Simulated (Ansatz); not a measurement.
**AlBH2O: molecular dynamics**

Aim: follow the molecule's vibrations and see whether its bonds hold. The start is relaxed first. Runs: 40 steps of 2.5 fs under a Langevin thermostat at 300 K. SMILES of the start: O=[B][AlH2].

All numbers below are computed with Ansatz 0.2.0 (RHF/def2-SVP).

**1. Starting point**

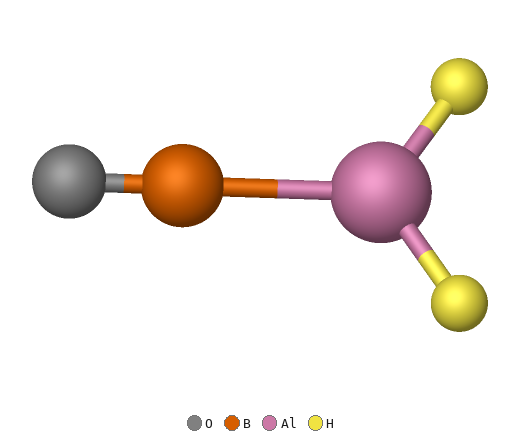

Start, viewed from a chosen angle; oxygen grey, boron orange, aluminium pink, hydrogen yellow.

As a file:

```xyz
5

O     0.4535   -1.2922    2.1422
B     0.2388   -0.6866    1.1362
Al   -0.1331    0.3794   -0.6288
H    -1.0826   -0.1689   -1.7402
H     0.5233    1.7685   -0.9094
```

**2. Relaxing the start**

Contents of input.yaml:

```yaml
crystal:
  periodic: [false, false, false]
  atoms:
    - { symbol: O, position_ang: [0.45352, -1.29224, 2.14223] }
    - { symbol: B, position_ang: [0.23878, -0.68665, 1.13621] }
    - { symbol: Al, position_ang: [-0.13305, 0.37935, -0.62881] }
    - { symbol: H, position_ang: [-1.08257, -0.16895, -1.74019] }
    - { symbol: H, position_ang: [0.52332, 1.76849, -0.90944] }
basis:
  gaussian: { orbitals: def2-SVP }
hamiltonian:
  xc: hf
relax:
  f_tol: 0.02
  max_steps: 40
scf:
  lower_state_search: "off"
```

On the command line:

```sh
ansatz run input.yaml --threads 1 --pin off --max-ram 2048MiB --backend cpu --events-out ev --progress --plain --runs-dir out
```

What it wrote (excerpt; [...] marks lines left out):

```text
Warning: RAYON_NUM_THREADS=1 ignored (pool sized by the plan → 1); use --threads N
[...]
Functional definition: HF
[...]
581 factors; integrals over basis functions are off by at most 3.6e-4 eV
[...]
mean field -9320.04866887 eV, -342.5054712251 hartree, gradient 2.1e-6 eV, S^2 0.000000; 0 other end points of the search recorded, 0 dependent functions left out
[...]
reference -9320.04866887 eV, -342.5054712251 hartree; 14, 14 occupied and 42, 42 virtual orbitals, 581 factors
relax step   1: F+E_penalty+E_count = -9320.04866887 eV  Δ(F+E_penalty+E_count) = +0.000e0 eV  max|allowed force component| = 1.109e0 eV/Å  Δτ_max = 0.0000 Å  (19 SCF iters, accepted)
[...]
relax step   2: F+E_penalty+E_count = -9320.08170192 eV  Δ(F+E_penalty+E_count) = -3.303e-2 eV  max|allowed force component| = 9.607e-2 eV/Å  Δτ_max = 0.0861 Å  (20 SCF iters, accepted)
[...]
relax step   3: F+E_penalty+E_count = -9320.08478709 eV  Δ(F+E_penalty+E_count) = -3.085e-3 eV  max|allowed force component| = 1.366e-2 eV/Å  Δτ_max = 0.0270 Å  (21 SCF iters, accepted)
Total energy: -9320.08478709 eV, -342.5067985453 hartree
Atom 0 at     0.451854    -1.289243     2.136750 Å, force    -0.001481     0.001080    -0.002703 eV/Å
Atom 1 at     0.239784    -0.686348     1.136860 Å, force    -0.001320     0.007442    -0.011552 eV/Å
Atom 2 at    -0.141084     0.402188    -0.666726 Å, force    -0.000547     0.003508    -0.004502 eV/Å
Atom 3 at    -1.111433    -0.221870    -1.736221 Å, force     0.008085     0.001635     0.012784 eV/Å
Atom 4 at     0.560879     1.795273    -0.870662 Å, force    -0.004737    -0.013665     0.005973 eV/Å
Dipole moment:    -0.130567     0.371101    -0.615535 e Å
Checks for a lower state left out: stability, starts, cluster_reference, orbital_swaps, neighbouring_geometries, increment
```

It took 5.5 s on 1 thread of Intel Xeon Platinum 8259CL at 2.50GHz (Skylake/Cascade Lake), shared host; peak memory 0.12 GiB.

Step by step:

```
step  energy from step 1 (eV)  largest force component (eV/Å)
   1                   0.0000                          1.1088
   2                  -0.0330                          0.0961
   3                  -0.0361                          0.0137
```

Step 1 is the start.

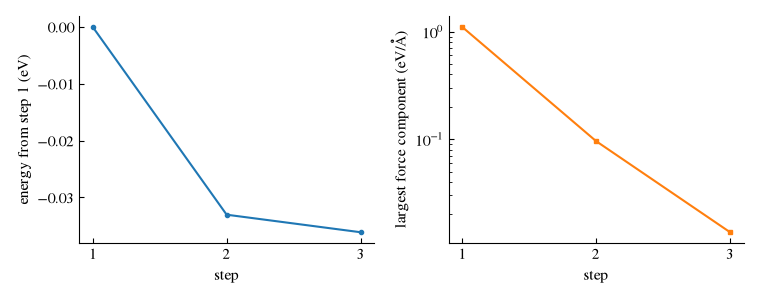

How energy and force went from step to step.

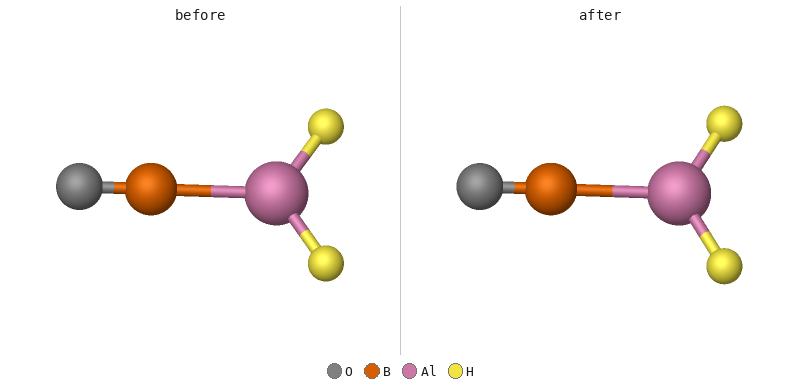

The structure before (left) and after (right), drawn at the same scale.

After: Bond lengths: O1–B2 1.187 Å, B2–Al3 2.141 Å, Al3–H4 1.573 Å, Al3–H5 1.573 Å. Angles: O1–B2–Al3 179.9°, B2–Al3–H4 118.7°, B2–Al3–H5 118.7°, H4–Al3–H5 122.6°.

**3. Dynamics**

40 steps of 2.5 fs under a Langevin thermostat at 300 K, from the relaxed start.

Contents of input.yaml:

```yaml
crystal:
  periodic: [false, false, false]
  atoms:
    - { symbol: O, position_ang: [0.451854, -1.289243, 2.13675] }
    - { symbol: B, position_ang: [0.239784, -0.686348, 1.13686] }
    - { symbol: Al, position_ang: [-0.141084, 0.402188, -0.666726] }
    - { symbol: H, position_ang: [-1.111433, -0.22187, -1.736221] }
    - { symbol: H, position_ang: [0.560879, 1.795273, -0.870662] }
basis:
  gaussian: { orbitals: def2-SVP }
hamiltonian:
  xc: hf
md:
  timestep: 2.5
  n_steps: 40
  ensemble: nvt_langevin
  temperature: 300.0
  initial_velocities: maxwell_boltzmann
  seed: 116902
  friction: 0.01
scf:
  lower_state_search: "off"
```

On the command line:

```sh
ansatz run input.yaml --threads 1 --pin off --max-ram 2048MiB --backend cpu --events-out ev --progress --plain --runs-dir out
```

What it wrote (excerpt; [...] marks lines left out):

```text
Warning: RAYON_NUM_THREADS=1 ignored (pool sized by the plan → 1); use --threads N
[...]
[... 1 set-up line as earlier in the session ...]
[...]
581 factors; integrals over basis functions are off by at most 3.8e-4 eV
[...]
mean field -9320.08478709 eV, -342.5067985451 hartree, gradient 2.5e-6 eV, S^2 0.000000; 0 other end points of the search recorded, 0 dependent functions left out
[...]
reference -9320.08478709 eV, -342.5067985451 hartree; 14, 14 occupied and 42, 42 virtual orbitals, 581 factors
md step     0: t =     0.00 fs  T =   240.0 K  F+E_penalty+E_count = -9320.08478709 eV  E_kin = 0.155112 eV  (18 SCF iters)
[...]
md step    10: t =    25.00 fs  T =   161.3 K  F+E_penalty+E_count = -9319.97282826 eV  E_kin = 0.104230 eV  (20 SCF iters)
[...]
md step    20: t =    50.00 fs  T =   246.6 K  F+E_penalty+E_count = -9319.90349224 eV  E_kin = 0.159382 eV  (20 SCF iters)
[...]
md step    30: t =    75.00 fs  T =   209.0 K  F+E_penalty+E_count = -9319.99124771 eV  E_kin = 0.135086 eV  (21 SCF iters)
[...]
md step    39: t =    97.50 fs  T =   315.0 K  F+E_penalty+E_count = -9319.94532133 eV  E_kin = 0.203598 eV  (21 SCF iters)
[...]
md step    40: t =   100.00 fs  T =   282.8 K  F+E_penalty+E_count = -9319.95783919 eV  E_kin = 0.182743 eV  (20 SCF iters)
Total energy: -9319.95783919 eV, -342.5021332959 hartree
Atom 0 at     0.576524    -1.297843     2.118379 Å, force    -0.619712     0.646853    -0.615946 eV/Å
Atom 1 at     0.086538    -0.687773     1.212811 Å, force     0.649778    -0.313187    -0.222018 eV/Å
Atom 2 at    -0.566483     0.174013    -0.722800 Å, force    -0.662115    -0.350075     0.312742 eV/Å
Atom 3 at    -2.145784     0.138026    -1.022076 Å, force     0.429794     0.044861     0.202492 eV/Å
Atom 4 at     0.361731     0.672848    -1.897672 Å, force     0.202255    -0.028452     0.322731 eV/Å
Dipole moment:    -0.208052     0.408994    -0.557677 e Å
Checks for a lower state left out: stability, starts, cluster_reference, orbital_swaps, neighbouring_geometries, increment
```

It took 25 s on 1 thread of Intel Xeon Platinum 8259CL at 2.50GHz (Skylake/Cascade Lake), shared host; peak memory 0.1 GiB.

**4. Frames and traces**

The trajectory, every 3 steps (energies from step 0):

```
time (fs)  T (K)  potential energy change (meV/atom)
      0.0    240                                 0.0
      7.5    187                                 6.7
     15.0    202                                11.8
     22.5    204                                12.8
     30.0    249                                13.7
     37.5    284                                19.3
     45.0    224                                28.9
     52.5    355                                17.1
     60.0    303                                10.6
     67.5    274                                10.2
     75.0    209                                18.7
     82.5    258                                23.6
     90.0    319                                22.4
     97.5    315                                27.9
    100.0    283                                25.4
```

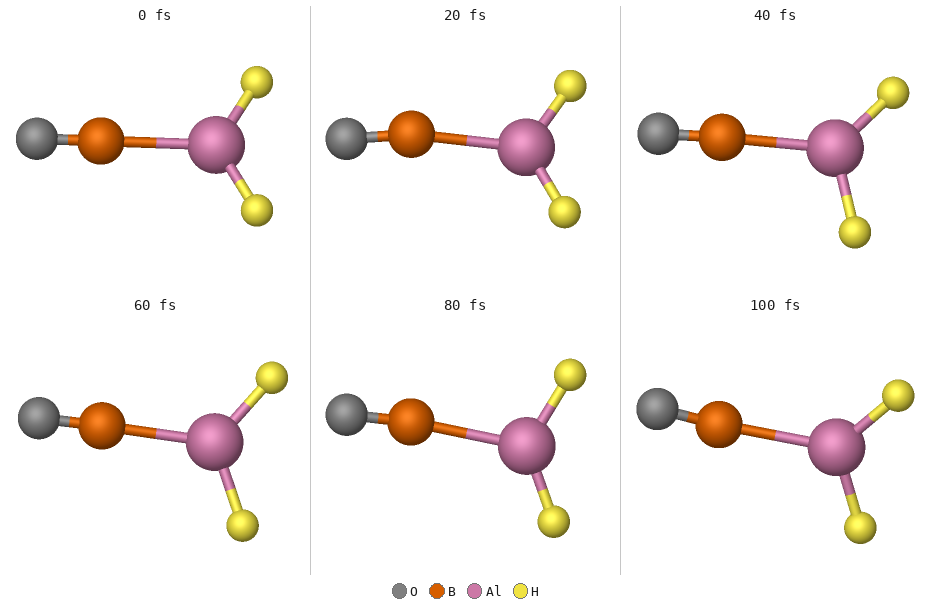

Six frames of the run, seen from a chosen angle. Sticks join atoms within a bonding distance in each frame.

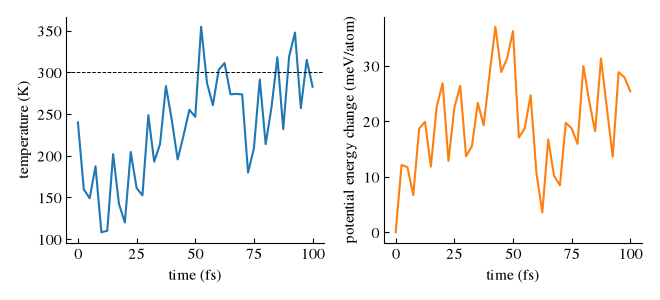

Traces against time; each panel has its own scale. The dashed line is the set temperature.

**5. Frames from the trajectory**

Positions (Å) and forces (eV/Å):

```xyz
5
time_fs=12.5 T=110 dE=0.0995
O     0.426   -1.271    2.156    0.329   -0.475    0.820
B     0.337   -0.699    1.130   -0.699    0.589   -1.100
Al   -0.184    0.395   -0.675    0.255   -0.235   -0.328
H    -1.217   -0.256   -1.771    0.526    0.434    0.678
H     0.637    1.761   -0.861   -0.411   -0.312   -0.070
5
time_fs=25.0 T=161 dE=0.1120
O     0.423   -1.244    2.157    0.338   -0.623    0.980
B     0.368   -0.728    1.102   -0.565    0.818   -1.095
Al   -0.204    0.373   -0.658   -0.224    0.040   -0.870
H    -1.362   -0.226   -1.659    0.606    0.231    0.676
H     0.472    1.776   -1.068   -0.155   -0.467    0.308
5
time_fs=37.5 T=284 dE=0.0964
O     0.462   -1.227    2.151    0.033   -0.120   -0.169
B     0.299   -0.732    1.085    0.310    0.194    0.466
Al   -0.225    0.342   -0.660   -0.612   -0.176   -0.013
H    -1.521   -0.283   -1.282   -0.060   -0.012   -0.288
H     0.340    1.700   -1.168    0.329    0.115    0.004
5
time_fs=50.0 T=247 dE=0.1813
O     0.511   -1.242    2.127   -0.217    0.086   -0.446
B     0.231   -0.718    1.095    0.827   -0.207    1.084
Al   -0.283    0.305   -0.651    0.239    0.101    0.368
H    -1.599   -0.250   -1.089   -1.279   -0.366   -0.808
H     0.424    1.507   -1.290    0.430    0.386   -0.198
5
time_fs=62.5 T=311 dE=0.0178
O     0.531   -1.262    2.134   -0.036    0.162   -0.264
B     0.234   -0.700    1.128    0.111   -0.267    0.513
Al   -0.370    0.258   -0.658    0.254    0.242   -0.277
H    -1.736   -0.106   -1.284   -0.420   -0.147   -0.086
H     0.554    1.298   -1.391    0.090    0.010    0.114
5
time_fs=75.0 T=209 dE=0.0935
O     0.530   -1.286    2.136    0.132    0.217   -0.081
B     0.231   -0.674    1.162   -0.585   -0.216   -0.216
Al   -0.460    0.236   -0.691   -0.092   -0.197   -0.034
H    -1.935   -0.031   -1.348    0.804    0.150    0.464
H     0.693    1.087   -1.359   -0.259    0.046   -0.132
5
time_fs=87.5 T=232 dE=0.1566
O     0.540   -1.307    2.115    0.463   -0.581    1.224
B     0.160   -0.670    1.204   -0.802    0.794   -2.038
Al   -0.516    0.210   -0.728   -0.578   -0.285    0.574
H    -2.122    0.034   -1.154    1.258    0.171    0.246
H     0.633    0.934   -1.552   -0.341   -0.099   -0.005
5
time_fs=100.0 T=283 dE=0.1269
O     0.577   -1.298    2.118   -0.620    0.647   -0.616
B     0.086   -0.688    1.213    0.650   -0.313   -0.222
Al   -0.567    0.174   -0.723   -0.662   -0.350    0.313
H    -2.146    0.138   -1.022    0.430    0.045    0.203
H     0.362    0.673   -1.898    0.202   -0.029    0.323
```

**6. Outcome**

| quantity | value |
| --- | --- |
| relaxation of the start | 2 moves, 0.036 eV lower |
| length | 40 steps of 2.5 fs |
| temperature, first and last step | 240 and 283 K |
| temperature, second half | mean 277 K, from 180 to 355 K |
| potential energy, second half | +20 meV/atom from the start |
| bonds formed or broken | 0 |

What this shows: Against a set 300 K the second half averages 277 K with a spread of 44 K. A step of 2.5 fs is long for atoms as light as 1 u, and this run prints no conserved energy by which to check it. The bonds all hold. Averages from a run of 100 fs with 5 atoms are rough. The nuclei move classically, without zero-point motion, which matters most for hydrogen.
